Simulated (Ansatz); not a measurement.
```xyz
8

Si   -1.0946    0.4979   -0.1267
H    -1.6039   -0.7538    0.4637
F    -0.3231    0.2681   -1.5331
F    -2.3344    1.4895   -0.4410
F    -0.1009    1.3081    0.8646
H     1.9522   -0.2872    1.0379
S     1.6815   -1.5068    0.4979
H     1.8230   -1.0159   -0.7635
```

Computed with UKS PBE-D4/def2-SVP (Ansatz 0.2.0).

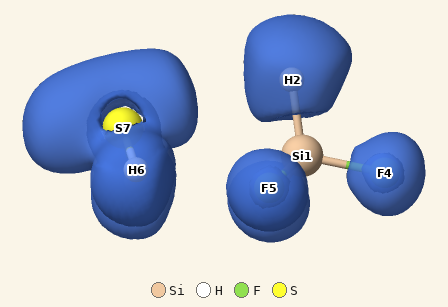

F3HSi···H2S. Isosurface of the electron localisation function at 0.75 (blue), seen from one side. Core shells and regions of very low density are left out.

**What do the ELF domains correspond to?**

The surface consists of one region around a hydrogen nucleus, three regions wrapped around F (its lone pairs, merged into a ring or cap) and one joined region spread over several atoms (H, S), in which their bonds and any lone pairs are merged. Profiles from the grid: Si1···S7 (3.48 Å): the ELF dips to about 0.05 between them. Si–F (1.62 Å): the ELF peaks at about 0.85 in the valence shell of F, 0.6 Å from its nucleus, and is about 0.45 at the midpoint.
